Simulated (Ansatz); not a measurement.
Base system: ZnSe in the zinc blende structure (space group F-43m, No. 216; a = 5.7330 Å).

Perturbation: cell and atoms relaxed at a pressure of 5 GPa.

Calculations: PBE (Ansatz, a first-principles code; PAW; 420 eV plane waves; no spin-orbit coupling), earlier PAW set.

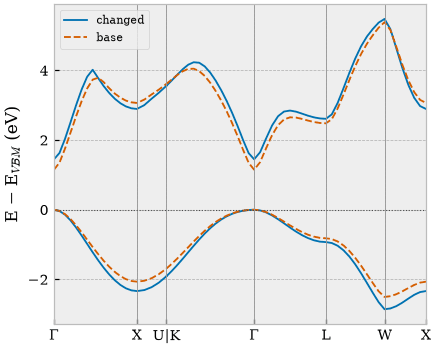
Highest valence and lowest conduction band along the path, each from its own valence-band maximum

Task: From the figure, how large is the changed gap, and is it direct?

Result: About 1.4 eV, direct at Γ.

Load acts through the strain it causes; cell and atoms are relaxed under it. No phonon test of stability was made. Tetrahedral semiconductors of this kind turn to denser phases somewhere between about 1 and 50 GPa; those were not computed, so compressed cells here can lie past the real transition.
